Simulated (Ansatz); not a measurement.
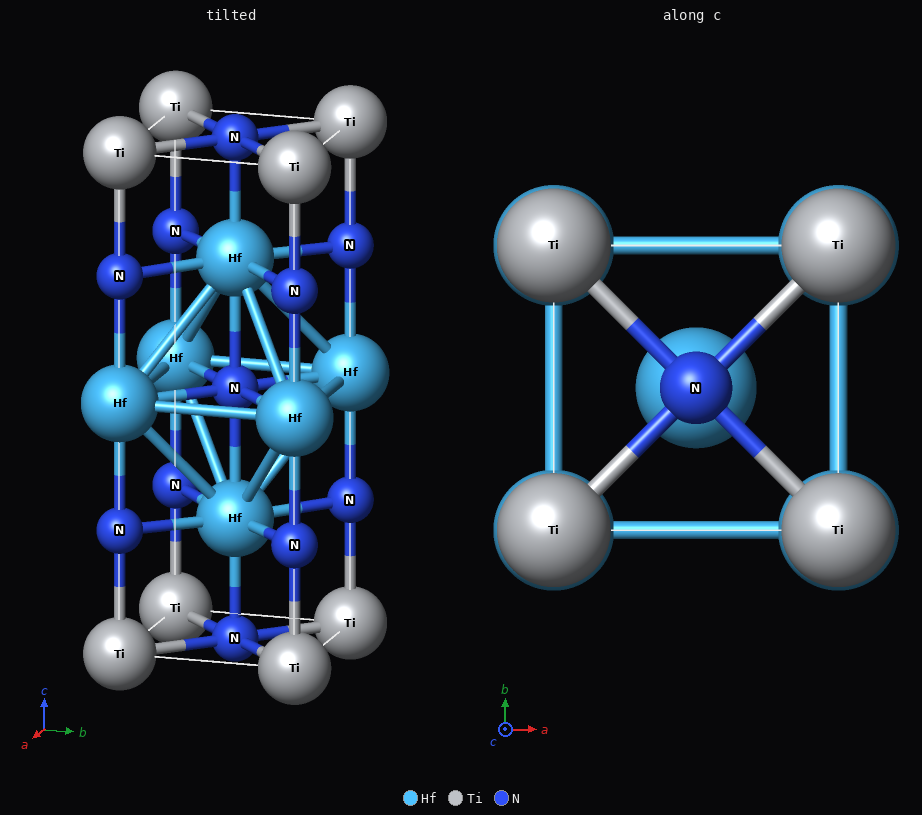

View slightly off an axis and along the c axis, drawn as a ball-and-stick model. The parallelepiped is the conventional unit cell.

Hf₃TiN₄, space group P4/mmm (No. 123), a = 3.176 Å, b = 3.176 Å, c = 8.978 Å, α = 90.00°, β = 90.00°, γ = 90.00°. The model was built from a structure type filled with these elements by a generator (whether the compound takes this form wasn't checked). Earlier steps of the study, as a rule a relaxation of our own, may have changed the cell and positions, so they can lie some per cent off the listed ones. A calculation with Ansatz used it as input.

This one geometry was computed with Ansatz (DFT, plane waves, PAW) at three levels of theory: PBE with spin-orbit coupling, PBE and r2SCAN.

Which level gives the highest pressure at this volume, and what does that say about its equilibrium volume?

Highest: PBE with spin-orbit coupling (-0.3 GPa) and PBE (0.0 GPa), which points to the largest equilibrium volume. Lowest, with the smallest volume: r2SCAN (-3.8 GPa). Levels within 0.5 GPa of each other can't be told apart.

How does the band gap change with the level of theory?

All levels give a metal.

Collect the results in a table.

| level | cutoff (eV) | k-mesh of the run's cell | gap (eV) | pressure (GPa) |
| --- | --- | --- | --- | --- |
| PBE with spin-orbit coupling | 420 | 12×12×4 | metal | -0.3 |
| PBE | 420 | 12×12×4 | metal | 0.0 |
| r2SCAN | 500 | 12×12×4 | metal | -3.8 |

Gaps are taken on the k-mesh or band path of each run.
